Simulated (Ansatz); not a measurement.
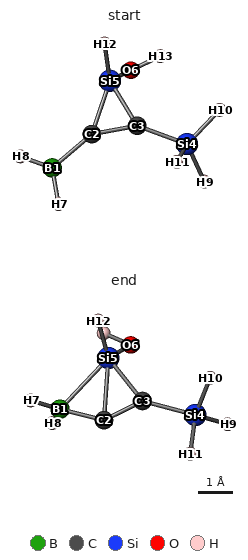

The structure of C2H7BOSi2 before (top) and after (bottom) a relaxation, at one scale.

A ball-and-stick model, seen at a tilt.

The run prepares the start of a later molecular dynamics calculation, from a guessed geometry.

Computed with RKS PBE0/STO-3G in Ansatz. (no spin polarisation; force threshold 0.02 eV/Å; at most 40 steps)

Q: Describe what moved and what it gained.

A: The relaxation stopped without meeting its thresholds, so the last structure isn't shown to be converged. It used up its limit of 40 steps. The largest move after the best rigid fit is that of H7, 2.26 Å. By element the largest moves are H 2.26 Å, C 0.84 Å, B 0.76 Å, Si 0.38 Å, O 0.29 Å. Among the contacts that change: B1–Si5 3.168 → 2.134 Å, C2–Si5 1.722 → 2.006 Å, C3–Si5 1.733 → 1.896 Å, C2–C3 1.463 → 1.323 Å. Bond angles that change, for instance: B1–C2–Si5 146.8° → 73.2°, C2–C3–Si4 150.1° → 137.9°, C2–Si5–C3 50.1° → 39.5°. Groups turn about Si5–O6 by about 125°, C3–Si4 by about 40°. Over 36 accepted moves (39 points after the start) the energy falls by 1.934 eV. The largest force component goes from 4.5 to 1 eV/Å. The line search rejected the trial steps at points 14, 21, 29 of the run.

Limits of the set-up: STO-3G is a minimal basis, so the numbers are rough.
